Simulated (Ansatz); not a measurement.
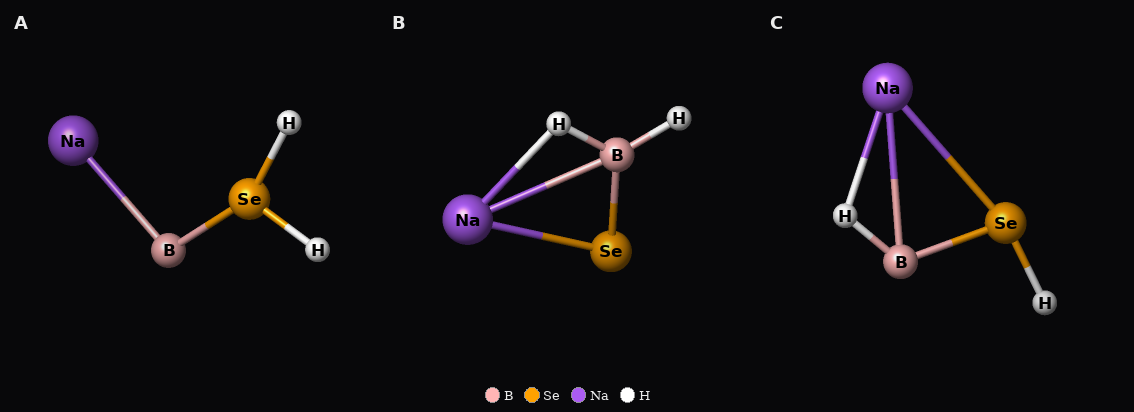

3 stationary structures of one formula. Geometries: PBE-D4/def2-SVP. Electronic energies: PBE-D4/def2-SVP (Ansatz 0.2.0), without zero-point energy. No frequency run is at hand to confirm each as a minimum.

Question: Which is lowest in energy, and by how much?

Answer: B is lowest (Cs); C lies 77.4 kcal/mol above it, A lies 125.9 kcal/mol above it (Cs).
